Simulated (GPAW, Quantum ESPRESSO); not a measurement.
The Pd L₃ edge of atom 2 in CdPd (P4/mmm), with 8 Cd at 2.81 Å and 4 Pd at 3.03 Å (distorted cuboctahedral, site symmetry 4/mmm), was computed in 2 ways: excited-electron core hole (neutral cell) and no core hole. Program and functional: GPAW, LDA, Gaussian full width 2.25 eV up to 4 eV, rising linearly to 3.5 eV at 25 eV; cells of 2 and 8 atoms (the run without a hole in the smaller).

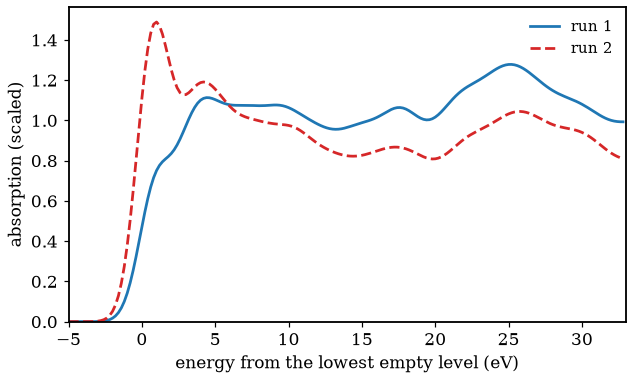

Each run is counted from its own lowest empty level or Fermi level and scaled to a mean of 1 over its first 20 eV.

**Question.** Which run is which?

Run 1: excited-electron core hole (neutral cell) (area from −2 to 6 eV 5.9, main maxima 4.4 eV (1.11), 17.6 eV (1.06) and 25.2 eV (1.28)). Run 2: no core hole (area from −2 to 6 eV 8.3, main maxima 1.0 eV (1.49), 4.2 eV (1.19), 17.2 eV (0.87) and 25.8 eV (1.04)). With each curve scaled to its own mean, the area from −2 to 6 eV with the hole is 5.9 against 8.3, and the centre of weight from −1 to 20 eV moves by +1.3 eV (first and strongest maxima below 20 eV: 1.0 eV (1.49), 4.2 eV (1.19) and 17.2 eV (0.87) without the hole, 4.4 eV (1.11) and 17.6 eV (1.06) with it): the near-edge weight falls against the higher-lying part.

[Hosts, paths, dates, database ids (printed as entryN), source tags and the programs' standing remarks are cut or masked in the printed files.]

[Lists of maxima count a maximum above −3 eV only where it reaches 4 % of the highest in the window and stands out from its surroundings by 2 % of it (1.5 % where it reaches 55 %); shoulders and weaker maxima are passed over, and of the rest the first, up to two pre-edge ones and the few strongest are named.]
